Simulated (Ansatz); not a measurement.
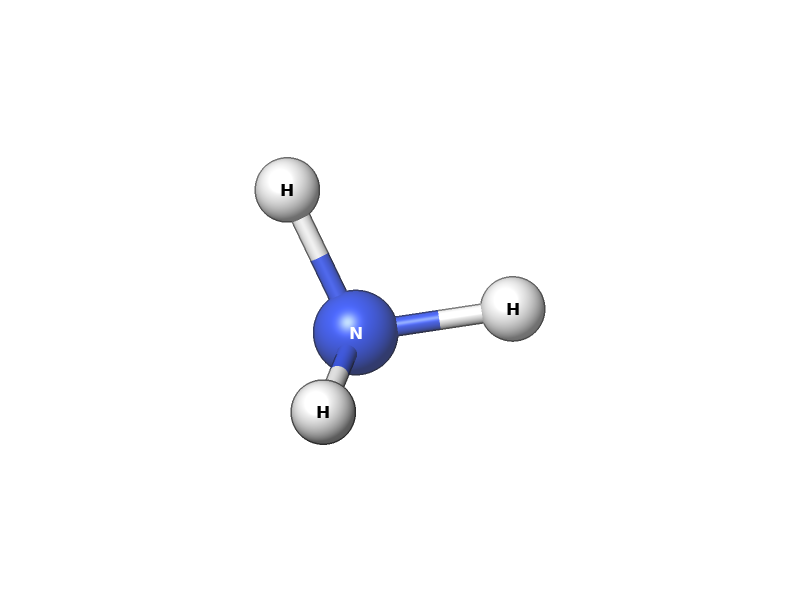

Ball-and-stick drawing of a structure.

The computed structure is the end point of a PBE0-D4/def2-TZVP optimisation.

Description:

Formula NH3. This geometry has C3v symmetry. Coordination: 1 N trigonal pyramidal.

The parts below concern this one geometry. Atoms keep their numbers from picture to picture.

Geometry

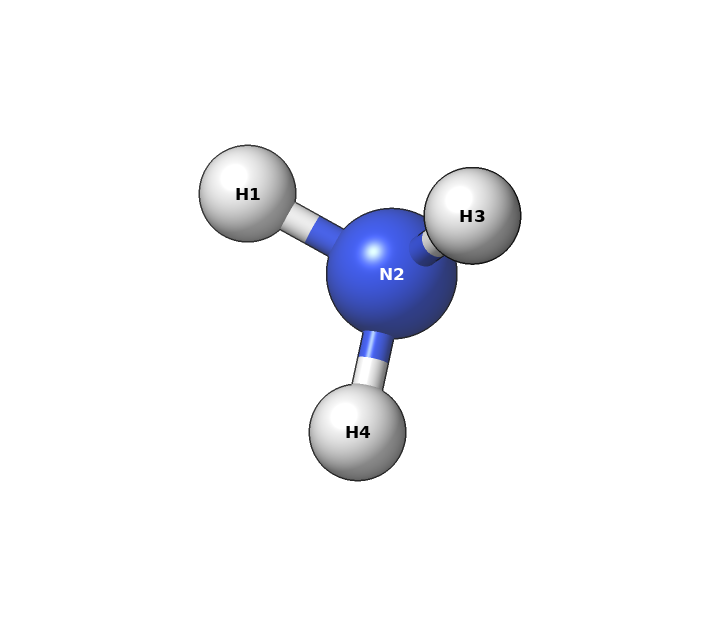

Atoms carry their numbers in the input.

What are the angles H1–N2–H3?

```csv
angle,degrees
H1–N2–H3,107.1
```

Electronic properties

Method: RHF-CCSD(T), frozen core/def2-TZVPP (Ansatz 0.2.0).

**Estimate the T1 diagnostic.**

0.006.

Vibrations

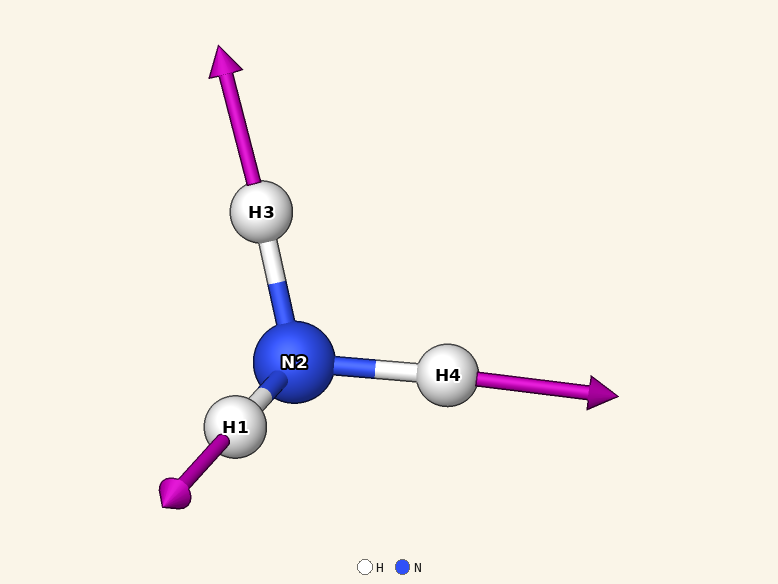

The arrows show one normal mode. Harmonic vibrations computed with RKS PBE0-D4/def2-TZVP (Ansatz 0.2.0) at a stationary point of the same level.

**What kind of motion is it?**

Mostly in-phase stretching of 3 N–H bonds.

**At what wavenumber does it lie?**

3502 cm⁻¹; it is mode 4 of 6 counted from the lowest.

Charges

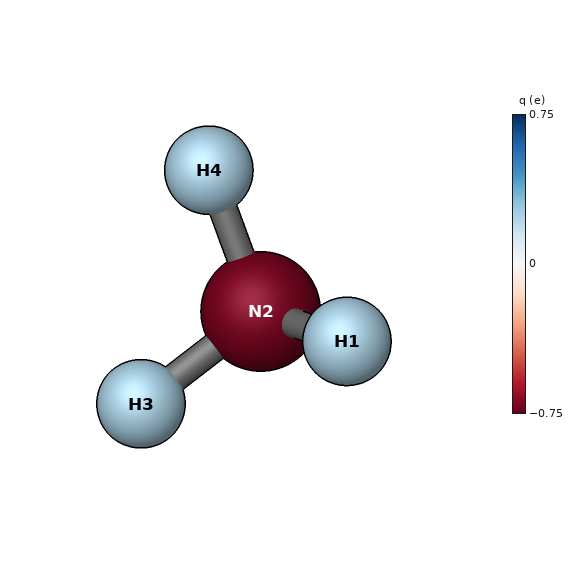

Atoms are coloured by their Mulliken charges. Level of theory: RKS PBE0-D4/def2-TZVP (Ansatz 0.2.0).

Give the Mulliken charges atom by atom.

```json
{"atom": "H1", "value (e)": "0.23"}
{"atom": "N2", "value (e)": "−0.70"}
{"atom": "H3", "value (e)": "0.23"}
{"atom": "H4", "value (e)": "0.23"}
```

Mulliken values depend strongly on the basis set and can even reverse the polarity of a bond.
